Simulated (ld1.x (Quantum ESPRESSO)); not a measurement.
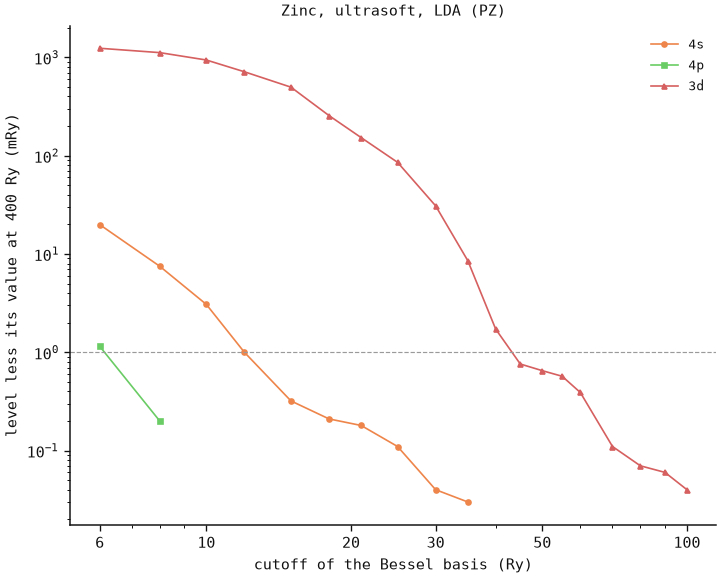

The pseudo-atom Hamiltonian at the reference potential is diagonalised in spherical Bessel functions (20 bohr box) up to the cutoff. Curves: distance of each valence level from its value at 400 Ry.

Ld1.x (Quantum ESPRESSO) 7.5 input:

```
 &input
   title='Zn', zed=30., rel=1, dft='PZ', iswitch=3,
   config='[Ar] 3d10 4s1 4p0'
 /
 &inputp
   pseudotype=3, tm=.true., lloc=-1, rcloc=1.55,
   nlcc=.false.,
   which_augfun='PSQ', rmatch_augfun=1.20
 /
6
4S  1  0   1.00   0.00  1.35  1.75  0.0
4S  1  0   0.00  -0.65  1.35  1.75  0.0
4P  2  1   0.00   0.00  2.55  2.95  0.0
4P  2  1   0.00   3.10  2.55  2.95  0.0
3D  3  2  10.00   0.00  1.15  1.55  0.0
3D  3  2   0.00  -0.70  1.15  1.55  0.0
 &test
   configts(1)='3d10 4s1 4p0'
 /
```

From which cutoff is the occupation-weighted sum of levels good to 10 mRy, and to 1 mRy?

45 Ry and 80 Ry, on the ladder of cutoffs that was run.

At which cutoff does each level come within 1 mRy for good?

4s: 15 Ry; 4p: 8 Ry; 3d: 45 Ry.

Which occupied shell is the hardest?

3d: its level needs 45 Ry to come within 1 mRy, against 15 Ry for 4s.
